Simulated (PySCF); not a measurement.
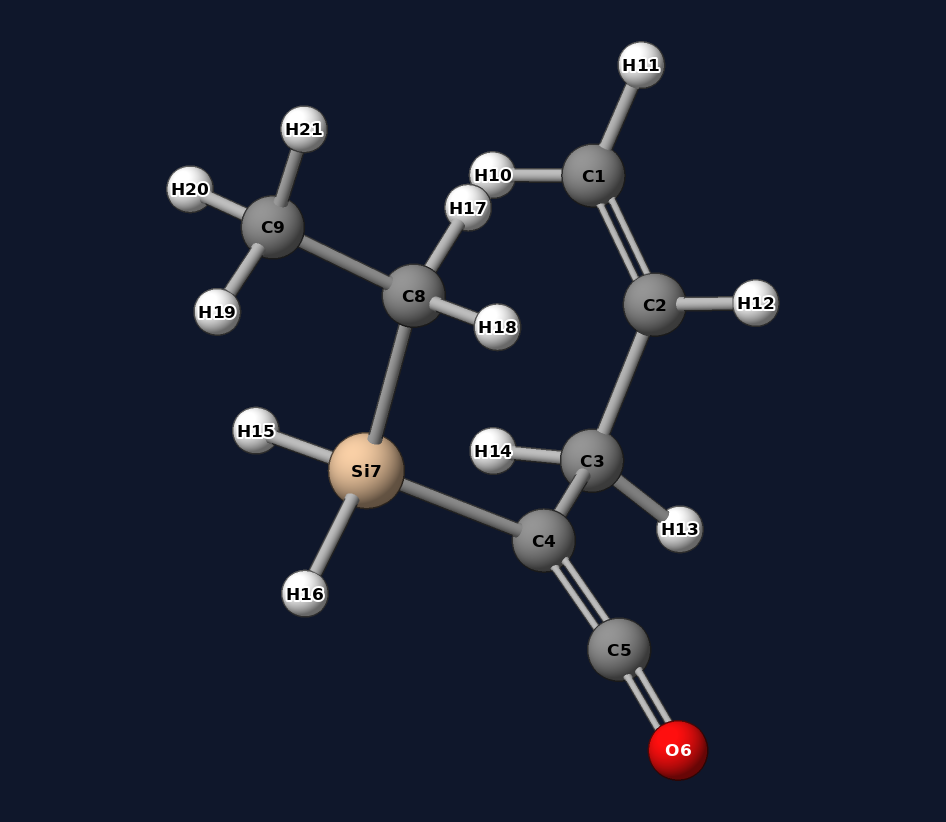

The questions are on ESP-fitted charges. The computed structure is the end point of a GFN2-xTB optimisation. No frequency run is at hand to confirm it as a minimum. Properties computed with PBE0/pcSseg-1, gas phase (PySCF 2.14.0).

**Which atom carries the highest charge (most positive or least negative)?**

C5 (0.68 e).

**And the lowest?**

C4 (−0.67 e).

Give the ESP-fitted charges atom by atom.

| atom | value (e) |
| --- | --- |
| C1 | −0.49 |
| C2 | −0.10 |
| C3 | −0.14 |
| C4 | −0.67 |
| C5 | 0.68 |
| O6 | −0.38 |
| Si7 | 0.35 |
| C8 | 0.12 |
| C9 | −0.27 |
| H10 | 0.21 |
| H11 | 0.20 |
| H12 | 0.15 |
| H13 | 0.16 |
| H14 | 0.15 |
| H15 | −0.06 |
| H16 | −0.08 |
| H17 | 0.02 |
| H18 | −0.01 |
| H19 | 0.06 |
| H20 | 0.06 |
| H21 | 0.07 |

The geometry is semi-empirical. Around Si such bond lengths and angles can be off by a tenth of an ångström or more and by several degrees, and values that hang on the shape move with them.
